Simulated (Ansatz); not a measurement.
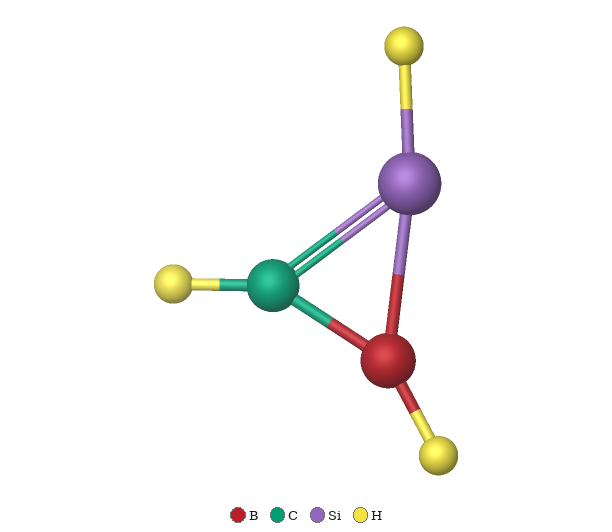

Geometry: atoms displaced at random (about 0.015 Å) from a stationary point of GFN2-xTB. Program: Ansatz 0.2.0.

Compare dipole (D) at these levels: PBE-D4/def2-TZVPP; PBE0-D4/def2-TZVPP; RHF-CCSD(T) (frozen core)/def2-TZVPP; SPW92 (LDA)/def2-TZVPP; r2SCAN-D4/def2-TZVPP; r2SCAN0-D4/def2-TZVPP; ωB97M-V/def2-TZVPP.

```tsv
level	dipole (D)
PBE-D4/def2-TZVPP	1.43
PBE0-D4/def2-TZVPP	1.53
RHF-CCSD(T) (frozen core)/def2-TZVPP	1.46
SPW92 (LDA)/def2-TZVPP	1.50
r2SCAN-D4/def2-TZVPP	1.45
r2SCAN0-D4/def2-TZVPP	1.53
ωB97M-V/def2-TZVPP	1.58
```
